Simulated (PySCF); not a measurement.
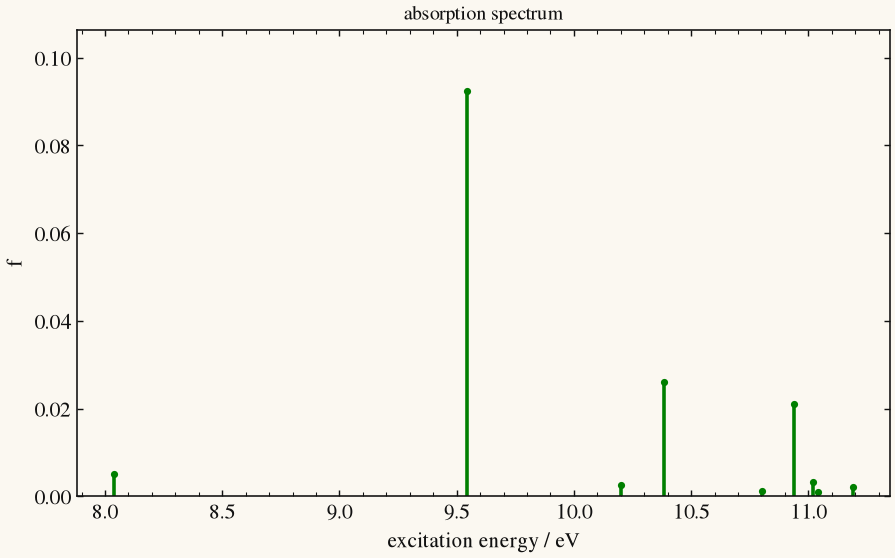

Vertical TDDFT excitations, PBE0/def2-TZVP, PySCF, at a PBE0-D3(BJ)/def2-SVP geometry (no frequency check), gas phase. Only the first 10 singlet excitations are included. States within 0.01 eV of each other are merged, with their strengths summed. The highest state may be half of a pair whose partner wasn't computed.

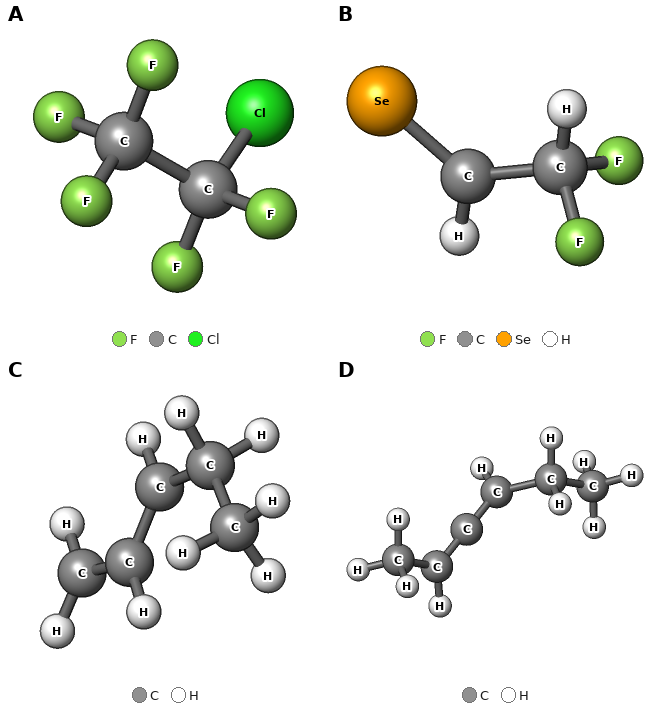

Question: Which molecule gives this spectrum? Choose among the lettered structures. Charge and spin: A neutral singlet; B neutral singlet; C +1 singlet; D neutral singlet.

Answer: Structure A, C₂ClF₅ (pentafluorochloroethane), SMILES FC(F)(F)C(F)(F)Cl. Its lowest singlet lies at 8.04 eV (f = 0.005) and the brightest of those computed is S3 at 9.54 eV (130 nm), f = 0.092, mainly HOMO−2 → LUMO (89 %).

Known limits of this run: states above the negative HOMO energy depend on the basis; core orbitals are frozen in the response; def2-TZVP has no diffuse functions, so states with Rydberg character are missing or too high.
